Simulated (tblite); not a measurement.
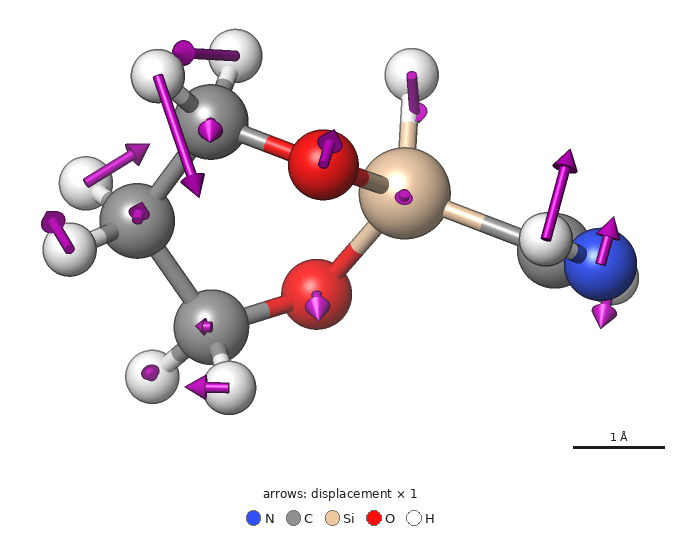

This is a relaxation of C$_{4}$H$_{9}$NO$_{2}$Si. The starting structure is drawn; purple arrows show the displacements, at their true length. The two geometries are superimposed by the best rigid fit.

The picture is a ball-and-stick view, seen at a tilt.

Level of theory: GFN2-xTB geometry optimisation, gas phase (tblite). 

Q: Which element moves most?

A: Hydrogen: up to 1.49 Å, against 0.60 Å for oxygen.

Q: What happened in the run?

A: The largest moves after the best rigid fit, 1.49 Å, are those of H atoms. Largest moves by element: H 1.49 Å, O 0.60 Å, N 0.56 Å, C 0.39 Å, Si 0.20 Å. Among the contacts that change: O–Si 1.743 → 1.633 Å, C–Si 2.981 → 2.881 Å, C–Si 1.803 → 1.896 Å, O–Si 1.709 → 1.630 Å. Bond angles that change, for instance: Si–O–C 102.6° → 121.5°, Si–O–C 112.4° → 121.5°, O–C–H 113.7° → 108.2°. Groups turn about C–O by about 90°, C–C by about 85°, O–Si by about 40°. Over 158 geometry steps the energy falls by 0.996 eV. Cost: 1.9 s on 1 thread of Arm Neoverse N1, with other jobs on the host.
